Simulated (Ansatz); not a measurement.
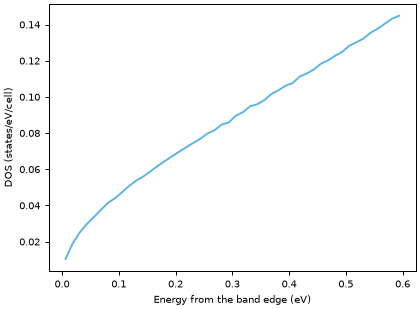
Fig. 1. Density of states of BeS (F-43m) above the conduction band minimum, HSE06, rigid bands (Ansatz, an electronic-structure program); cell volume 28.3 Å³.

Task: What effective density of states at 300 K does this give (∫ g(E) exp(−E/k_BT) dE, both spins, divided by the cell's size)?

Result: 1.8e19 cm⁻³, a density-of-states mass of 0.81 mₑ, valleys and band degeneracy included.

Spin-orbit coupling is left out. Geometry: cell and atoms relaxed with PBEsol.
